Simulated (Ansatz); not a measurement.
# CH2AlFO: molecular dynamics

Aim: follow the molecule's vibrations and see whether its bonds hold. The start is relaxed first. Runs: 500 steps of 0.25 fs at constant energy, with velocities drawn for 400 K. SMILES of the start: O=[CH][AlH][F].

Program: Ansatz 0.2.0. Level of theory: RKS B3LYP-D4/6-31G*. These are calculated values, not measurements.

### 1 The starting structure

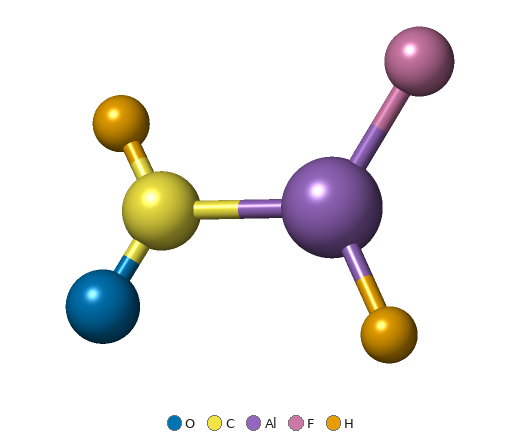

Start, viewed from a chosen angle; oxygen blue, carbon yellow, aluminium purple, fluorine pink, hydrogen amber.

As a file:

```xyz
6

O    -0.1369    1.9121   -0.2853
C    -0.1590    0.8013   -0.6941
Al    0.0832   -0.6657    0.5693
F     0.2344   -2.3590   -0.0059
H    -0.2761    0.5829   -1.7668
H     0.2966   -0.3357    2.1368
```

### 2 Preparing the start

Contents of input.yaml:

```yaml
crystal:
  periodic: [false, false, false]
  atoms:
    - { symbol: O, position_ang: [-0.1369, 1.9121, -0.2853] }
    - { symbol: C, position_ang: [-0.159, 0.8013, -0.6941] }
    - { symbol: Al, position_ang: [0.0832, -0.6657, 0.5693] }
    - { symbol: F, position_ang: [0.2344, -2.359, -0.0059] }
    - { symbol: H, position_ang: [-0.2761, 0.5829, -1.7668] }
    - { symbol: H, position_ang: [0.2966, -0.3357, 2.1368] }
basis:
  gaussian: { orbitals: "6-31G*" }
hamiltonian:
  xc: b3lyp
  dispersion: d4
relax:
  f_tol: 0.02
  max_steps: 40
scf:
  lower_state_search: "off"
output:
  orbitals: {}
```

Command:

```
$ ansatz run input.yaml --threads 1 --pin off --max-ram 2048MiB --backend cpu --events-out ev --progress --plain --runs-dir out
```

Further steps of the session: Dynamics.

Q: Predict the outcome of this session. Wanted: relaxation of the start; temperature, first and last step; temperature, second half; potential energy, second half; largest change of the total energy; bonds formed or broken.

**Answer**, as computed:

| quantity | value |
| --- | --- |
| relaxation of the start | 5 moves, 0.372 eV lower |
| length | 500 steps of 0.25 fs |
| temperature, first and last step | 400 and 240 K |
| temperature, second half | mean 222 K, from 126 to 328 K |
| potential energy, second half | +15 meV/atom from the start |
| largest change of the total energy | 0.02 meV/atom |
| bonds formed or broken | 0 |

The temperature starts at 400 K and averages 222 K in the second half, where it ranges from 126 to 328 K. About half is expected from a start at a minimum: kinetic energy passes into potential energy until both shares match. The total energy strays from its start by at most 0.02 meV/atom, 0.1 % of the mean kinetic energy, which is good for a step of 0.25 fs. The bonds all hold. Averages from a run of 125 fs with 6 atoms are rough. The nuclei move classically, without zero-point motion, which matters most for hydrogen.
